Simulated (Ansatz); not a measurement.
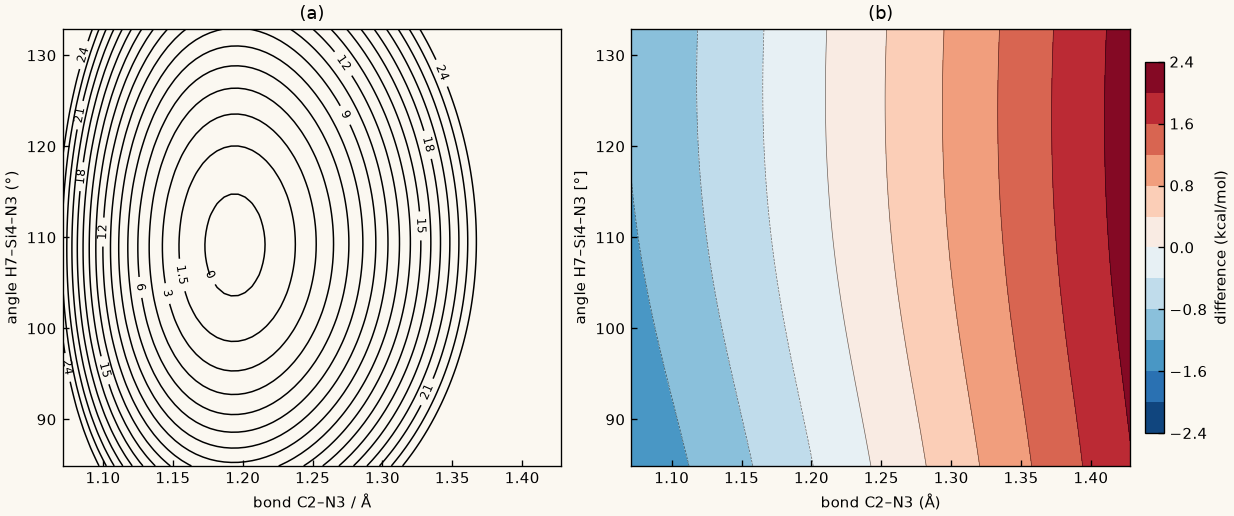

CH₃NOSi, SMILES O=C=N[SiH3]. 
- Two internal coordinates are moved rigidly from the geometry relaxed at PBE0-D4/def2-TZVP, all others fixed.
- The first coordinate is: bond C2–N3; the second: angle H7–Si4–N3.
- Grid: 7 × 7 points.
- All energies are given in kcal/mol relative to each map's own lowest point.
- Computed with Ansatz 0.2.0, RKS r2SCAN-D4/def2-TZVPP.

Panel (a): Ansatz 0.2.0, RKS r2SCAN-D4/def2-TZVPP. Panel (b): the map at RKS PBE0-D4/def2-TZVPP (Ansatz) less the map of (a), each from its own lowest point.

Question: How does the change of method alter the landscape?

Answer: The difference runs from −1.5 kcal/mol at bond C2–N3 = 1.071 Å, angle H7–Si4–N3 = 84.9° to 2.2 kcal/mol at bond C2–N3 = 1.428 Å, angle H7–Si4–N3 = 124.9°. The interpolated minimum moves from 1.1943 to 1.1904 Å in bond C2–N3 and 109.13 to 108.91° in angle H7–Si4–N3.
